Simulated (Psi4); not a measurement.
# SiNH3ClO (SMILES [NH][SiH](O)Cl) at UB2PLYP/def2-SVP (density fitting for correlation)

What is the energy change on altering one bond length of SiNH3ClO at UB2PLYP/def2-SVP (density fitting for correlation)? Input form: a QCSchema input.

The results are computed with Psi4 1.11.

1 further run of the same task is left out (it didn't finish). Runs told in other sessions of the task aren't counted.

### Step 1. The system as given

The species is SiNH3ClO (7 atoms), meant as a doublet with charge 0. As SMILES, `[NH][SiH](O)Cl`. The shape is that of a PBE0-D4/def2-TZVP optimisation. This is one conformer, not always the lowest.

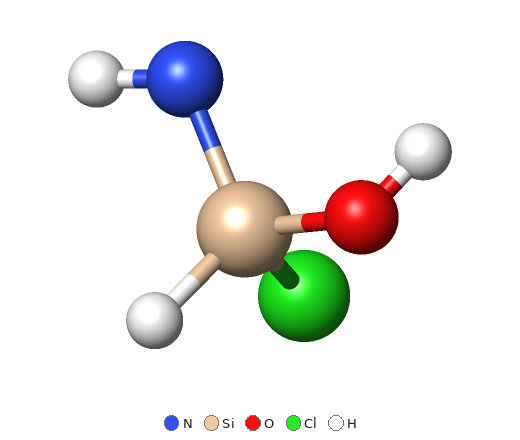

Viewed from a chosen angle; nitrogen blue, silicon light orange, oxygen red, chlorine green, hydrogen white.

### Step 2. The energy at UB2PLYP/def2-SVP (density fitting for correlation)

clh3nosi.json

```json
{
  "schema_name": "qcschema_input",
  "schema_version": 1,
  "molecule": {
    "schema_name": "qcschema_molecule",
    "schema_version": 2,
    "symbols": ["N", "Si", "O", "Cl", "H", "H", "H"],
    "geometry": [-0.58562613, 2.10043059, -1.66125824, -0.13965076, -0.2159957, 0.62436551, 2.76958261, -1.19109438, 0.57598852, -2.62671931, -3.01203447, -0.41762947, -2.17601963, 3.16963763, -1.42919987, -0.65875853, 0.52950126, 3.25921065, 3.53303196, -1.50875734, -1.03783759],
    "molecular_charge": 0,
    "molecular_multiplicity": 2,
    "fix_symmetry": "c1"
  },
  "driver": "energy",
  "model": {
    "method": "b2plyp",
    "basis": "def2-SVP"
  },
  "keywords": {
    "reference": "uks",
    "puream": true,
    "e_convergence": 1e-09,
    "d_convergence": 1e-08,
    "scf_type": "pk",
    "dft_radial_points": 99,
    "dft_spherical_points": 590,
    "num_frozen_docc": 12,
    "maxiter": 100
  }
}
```

Launch:

```sh
$ psi4 --qcschema clh3nosi.json -n 1 --memory 2200MB
```

stdout:

```text
[...]
  Running in c1 symmetry.
[...]
  Nuclear repulsion =  216.933065398246697
[...]
  Multiplicity = 2
[...]
  Nalpha       = 25
  Nbeta        = 24
[...]
    Number of basis functions: 79
[...]
   @UKS iter   1:  -880.34367258317661   -3.92613e-01   8.97279e-03 ADIIS/DIIS
[...]
   @UKS iter  18:  -880.60380849995727   -2.95586e-12   4.93215e-09 DIIS
[...]
   @S^2 Observed:                7.542776543E-01
[...]
    Orbital Energies [Eh]
    ---------------------
    Alpha Occupied:
       1A   -102.872058     2A    -67.292659     3A    -19.742893
       4A    -14.873491     5A     -9.907059     6A     -7.551971
       7A     -7.547418     8A     -7.547185     9A     -5.697850
      10A     -3.957121    11A     -3.955439    12A     -3.954294
      13A     -1.149255    14A     -0.977078    15A     -0.932455
      16A     -0.658032    17A     -0.571474    18A     -0.512603
      19A     -0.485651    20A     -0.454406    21A     -0.428555
      22A     -0.403603    23A     -0.387821    24A     -0.380887
      25A     -0.365585
    Alpha Virtual:
[...]
  @UKS Final Energy:  -880.60380849995727
   => Energetics <=
    Nuclear Repulsion Energy =            216.9330653982466970
    One-Electron Energy =               -1647.9571992398534803
    Two-Electron Energy =                 581.8626056520563452
    DFT Exchange-Correlation Energy =     -31.4422803104069182
    Empirical Dispersion Energy =           0.0000000000000000
    VV10 Nonlocal Energy =                  0.0000000000000000
    Total Energy =                       -880.6038084999572675
  UHF NO Occupations:
  HONO-2 :   23  A 1.9996508
  HONO-1 :   24  A 1.9987244
[...]
 Multipole Moments:
 ------------------------------------------------------------------------------------
     Multipole            Electronic (a.u.)      Nuclear  (a.u.)        Total (a.u.)
 ------------------------------------------------------------------------------------
 L = 1.  Multiply by 2.5417464519 to convert [e a0] to [Debye]
 Dipole X            :         -2.3087404            2.2495956           -0.0591448
 Dipole Y            :         -3.1479282            3.5833792            0.4354510
 Dipole Z            :         -0.7920206            0.7165335           -0.0754870
 Magnitude           :                                                    0.4458856
[...]
```

The result, in JSON:

```text
{
 "driver": "energy",
 "model": {
  "method": "b2plyp",
  "basis": "def2-SVP"
 },
 "success": true,
 "return_result": -880.7819202737071,
 "properties": {
  "calcinfo_nbasis": 79,
  "calcinfo_nmo": 79,
  "calcinfo_nalpha": 25,
  "calcinfo_nbeta": 24,
  "calcinfo_natom": 7,
  "nuclear_repulsion_energy": 216.9330653982467,
  "return_energy": -880.7819202737071,
  "scf_one_electron_energy": -1647.9571992398535,
  "scf_two_electron_energy": 581.8626056520563,
  "scf_xc_energy": -31.442280310406918,
  "scf_dipole_moment": [-0.059144841841323625, 0.43545101388301255, -0.07548702745470048],
  "scf_total_energy": -880.6038084999573,
  "scf_iterations": 18
 }
}
```

It took 28 s on 1 thread of Intel Xeon Platinum 8259CL at 2.50GHz (Skylake/Cascade Lake), shared host; peak memory 1 GiB.

### Step 3. The distorted shape

job.json

```json
{
  "schema_name": "qcschema_input",
  "schema_version": 1,
  "molecule": {
    "schema_name": "qcschema_molecule",
    "schema_version": 2,
    "symbols": ["N", "Si", "O", "Cl", "H", "H", "H"],
    "geometry": [0.20960464, 1.56580439, -1.77729309, 0.65558001, -0.75062189, 0.50833066, 3.56481338, -1.72572057, 0.45995367, -1.83148854, -3.54666067, -0.53366433, -2.17601963, 3.16963763, -1.42919987, 0.13647224, -0.00512494, 3.14317579, 4.32826273, -2.04338354, -1.15387244],
    "molecular_charge": 0,
    "molecular_multiplicity": 2,
    "fix_symmetry": "c1",
    "fix_com": true,
    "fix_orientation": true
  },
  "driver": "energy",
  "model": {
    "method": "b2plyp",
    "basis": "def2-SVP"
  },
  "keywords": {
    "reference": "uks",
    "puream": true,
    "e_convergence": 1e-09,
    "d_convergence": 1e-08,
    "scf_type": "pk",
    "dft_radial_points": 99,
    "dft_spherical_points": 590,
    "num_frozen_docc": 12,
    "maxiter": 100
  }
}
```

Launch:

```sh
$ psi4 --qcschema job.json -n 1 --memory 2200MB
```

stdout:

```text
[...]
  Running in c1 symmetry.
[...]
  Nuclear repulsion =  214.905615799513470
[...]
  Multiplicity = 2
[...]
  Nalpha       = 25
  Nbeta        = 24
[...]
    Number of basis functions: 79
[...]
   @UKS iter   1:  -880.29550354102616   -5.57680e-01   8.34391e-03 DIIS/ADIIS
[...]
   @UKS iter  21:  -880.51833862258604   -3.86535e-12   7.71318e-09 DIIS
[...]
   @S^2 Observed:                8.046695497E-01
[...]
    Orbital Energies [Eh]
    ---------------------
    Alpha Occupied:
       1A   -102.871704     2A    -67.293584     3A    -19.748230
       4A    -14.905478     5A     -9.906697     6A     -7.551621
       7A     -7.547020     8A     -7.546839     9A     -5.699228
      10A     -3.958407    11A     -3.956667    12A     -3.955733
      13A     -1.154213    14A     -0.953331    15A     -0.917502
      16A     -0.655666    17A     -0.538607    18A     -0.495674
      19A     -0.483171    20A     -0.448808    21A     -0.420132
      22A     -0.404675    23A     -0.386948    24A     -0.381030
      25A     -0.364246
    Alpha Virtual:
[...]
  @UKS Final Energy:  -880.51833862258604
   => Energetics <=
    Nuclear Repulsion Energy =            214.9056157995134697
    One-Electron Energy =               -1643.9338939757562912
    Two-Electron Energy =                 579.8879603287401778
    DFT Exchange-Correlation Energy =     -31.3780207750834670
    Empirical Dispersion Energy =           0.0000000000000000
    VV10 Nonlocal Energy =                  0.0000000000000000
    Total Energy =                       -880.5183386225860431
  UHF NO Occupations:
  HONO-2 :   23  A 1.9989712
  HONO-1 :   24  A 1.9739740
[...]
 Multipole Moments:
 ------------------------------------------------------------------------------------
     Multipole            Electronic (a.u.)      Nuclear  (a.u.)        Total (a.u.)
 ------------------------------------------------------------------------------------
 L = 1.  Multiply by 2.5417464519 to convert [e a0] to [Debye]
 Dipole X            :        -10.3422273           10.3172698           -0.0249575
 Dipole Y            :         72.9201927          -72.5259425            0.3942502
 Dipole Z            :         10.0996003          -10.1569832           -0.0573829
 Magnitude           :                                                    0.3991853
[...]
```

The result, in JSON:

```text
{
 "driver": "energy",
 "model": {
  "method": "b2plyp",
  "basis": "def2-SVP"
 },
 "success": true,
 "return_result": -880.7011865543391,
 "properties": {
  "calcinfo_nbasis": 79,
  "calcinfo_nmo": 79,
  "calcinfo_nalpha": 25,
  "calcinfo_nbeta": 24,
  "calcinfo_natom": 7,
  "nuclear_repulsion_energy": 214.90561579951347,
  "return_energy": -880.7011865543391,
  "scf_one_electron_energy": -1643.9338939757563,
  "scf_two_electron_energy": 579.8879603287402,
  "scf_xc_energy": -31.378020775083467,
  "scf_dipole_moment": [-0.024957474543526814, 0.3942501716326774, -0.05738287089166505],
  "scf_total_energy": -880.518338622586,
  "scf_iterations": 21
 }
}
```

Wall time 32 s (1 thread of Intel Xeon Platinum 8259CL at 2.50GHz (Skylake/Cascade Lake), shared host); peak memory 0.99 GiB.

### Step 4. Results

Level: UB2PLYP/def2-SVP (density fitting for correlation), 12 core orbitals frozen.

| quantity | value |
| --- | --- |
| first shape: total energy | -880.78192 Eh |
| first shape: HOMO energy (SCF part's orbitals) (highest over α and β) | -9.45 eV |
| first shape: LUMO energy (SCF part's orbitals) (lowest over α and β) | -1.50 eV |
| first shape: ⟨S²⟩ | 0.754 |
| distorted shape: total energy | -880.70119 Eh |
| distorted shape: HOMO energy (SCF part's orbitals) (highest over α and β) | -9.29 eV |
| distorted shape: LUMO energy (SCF part's orbitals) (lowest over α and β) | -1.37 eV |
| distorted shape: ⟨S²⟩ | 0.805 |
| energy change with the N1–H5 bond stretched from 1.022 to 1.532 Å | 2.197 eV |

In words: With the N1–H5 bond stretched from 1.022 to 1.532 Å the energy rises by 2.20 eV (51 kcal/mol). The first shape isn't relaxed at this level, so the change isn't measured from a minimum.
